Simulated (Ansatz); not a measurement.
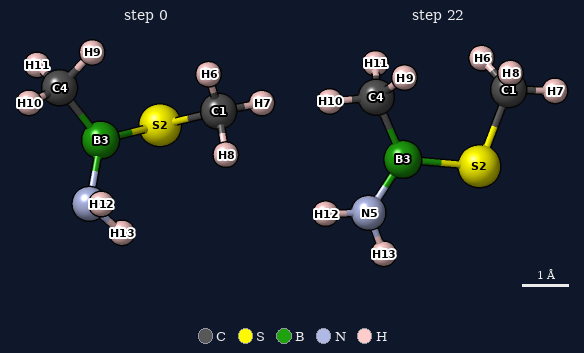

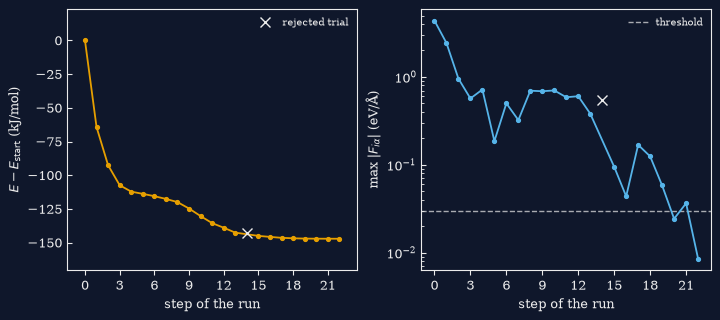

First and last geometry of a relaxation of C2H8BNS (coarse preliminary run), with the history of the run. The picture is a ball-and-stick view, seen at a tilt.

The start comes from a force field.

All numbers below come from Ansatz 0.2.0, RKS PBE-D4/def2-SVP. Settings: force threshold 0.03 eV/Å; at most 200 steps.

Question: Read the history and describe the run.

Answer: It converged. H8 moves most after the best rigid fit: 1.83 Å. Largest moves by element: H 1.83 Å, S 1.46 Å, C 0.63 Å, B 0.61 Å, N 0.38 Å. Among the contacts that change: B3–N5 1.540 → 1.411 Å, N5–H13 1.097 → 1.020 Å, C4–H10 1.033 → 1.110 Å, C1–H6 1.035 → 1.107 Å. Bond angles that change, for instance: B3–N5–H13 105.4° → 124.2°, B3–N5–H12 108.1° → 122.2°, C1–S2–B3 93.2° → 103.5°. Groups turn about S2–B3 by about 90°. After 21 accepted moves (22 points after the start) the energy has fallen by 147.1 kJ/mol. Largest force component: 4.4 eV/Å at the start, 0.0086 eV/Å at the end. The line search rejected the trial step at point 14 of the run. Cost: 26 s on 4 threads of Arm Neoverse V2 (shared host).
